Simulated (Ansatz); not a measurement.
Converging the k-point mesh: HfGeTe (P4mm, 6 atoms in the cell)

```xyz
6
Lattice="3.7442 0.0000 0.0000 0.0000 3.7442 0.0000 0.0000 0.0000 10.1754" Properties=species:S:1:pos:R:3 pbc="T T T"
Hf     0.0000     1.8721     8.1048
Hf     1.8721     0.0000     2.1207
Ge     0.0000     0.0000     0.0000
Ge     1.8721     1.8721     0.0000
Te     1.8721     0.0000     6.7178
Te     0.0000     1.8721     3.4576
```

Method of the run: PBEsol, default PAW files made with PBE (plane waves; Ansatz, a program for electronic structure).

Base settings: basis.ecutwfc = 420 eV; kpoints.mp_grid.grid = 8 8 3; hamiltonian.xc = pbesol; hamiltonian.pseudopotentials = {kind: paw} (the program's default PAW files); scf.occupations.method = gaussian; scf.occupations.width = 0.1 eV.

The second cell is the first with its lattice scaled by 0.98.

Only quantities that move along the ladder and can be compared are tabulated.

The count of work is k-points × plane waves × bands × iterations; it is no time. 

The starting cell comes from a database of computed structures (which also holds hypothetical and non-ambient phases and stackings), without a prior relaxation at this level. Its lattice was rescaled by up to half a per cent. One atom was moved a little off its site on purpose. Ansatz's pressure includes its estimate of the finite-basis (Pulay) stress.

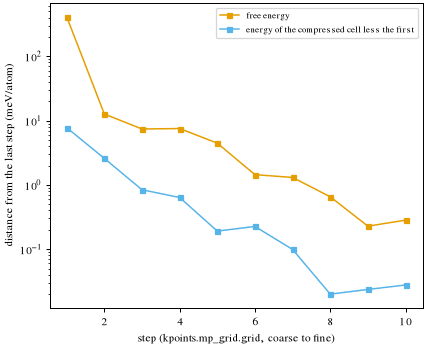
Distance from the last step along the ladder; very small values are drawn at a floor.

| kpoints.mp_grid.grid | free energy less the last step's (meV/atom) | energy of the compressed cell less the first (meV/atom) | pressure (GPa) | largest difference of a force vector from the last step's (eV/Å) | count of work / last |
|---|---|---|---|---|---|
| 2 2 1 | 411.61 | 9.04 | -1.62 | 0.309 | 0.029 |
| 3 3 1 | -12.65 | -1.31 | -2.84 | 0.122 | 0.016 |
| 3 3 2 | 7.40 | 2.11 | -2.47 | 0.317 | 0.031 |
| 5 5 2 | -7.52 | 0.63 | -2.65 | 0.036 | 0.055 |
| 6 6 3 | -4.45 | 1.08 | -2.60 | 0.058 | 0.10 |
| 8 8 3 | 1.44 | 1.50 | -2.55 | 0.024 | 0.14 |
| 9 9 4 | 1.30 | 1.17 | -2.58 | 0.011 | 0.20 |
| 11 11 5 | -0.65 | 1.29 | -2.57 | 0.006 | 0.29 |
| 14 14 5 | -0.23 | 1.30 | -2.57 | 0.006 | 0.49 |
| 17 17 7 | 0.28 | 1.30 | -2.56 | 0.001 | 0.82 |
| 19 19 7 | 0.00 | 1.27 | -2.57 | 0.000 | 1.0 |

Coarsest kpoints.mp_grid.grid that holds the forces within 0.005 eV/Å of the last step, with all finer ones: 17 17 7; the step before is off by 0.006 eV/Å.

Coarsest kpoints.mp_grid.grid that holds the pressure within 0.2 GPa of the last step, with all finer ones: 3 3 2, at 0.031 of the last step's count of work; the step before is off by 0.27 GPa.

Coarsest kpoints.mp_grid.grid that holds the free energy within 2 meV/atom of the last step, with all finer ones: 8 8 3, at 0.14 of the last step's count of work; the step before is off by 4.5 meV/atom.

The energy difference between the two cells stays within 1 meV/atom of the last step's from 3 3 2 on, the total only from 11 11 5 on: much of the error is common to both cells and cancels.

Keys are those of Ansatz 0.2.
